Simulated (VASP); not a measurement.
Band structure of MgTe (wurtzite). Method: rev-vdW-DF2, VASP's PBE PAW potentials (set 64) (plane waves; VASP).

Unless said otherwise, spin-orbit coupling is left out, though it shifts the bands of the heavy elements here.

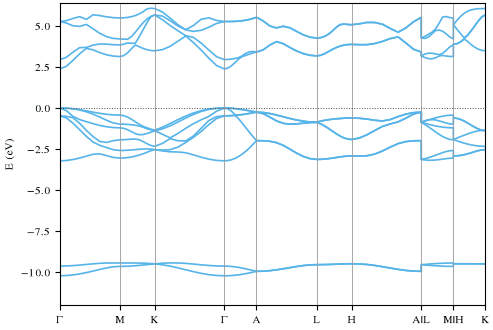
*Bands along high-symmetry lines, zero at the valence-band maximum or, without a gap, the Fermi level*

Read the plot: is there a gap, and where are the band edges?

The gap is direct, 2.37 eV, from the valence maximum at Γ to the conduction minimum at Γ. (Edges off the drawn lines would not show.)

The compound is MgTe in the wurtzite structure. It was relaxed first.
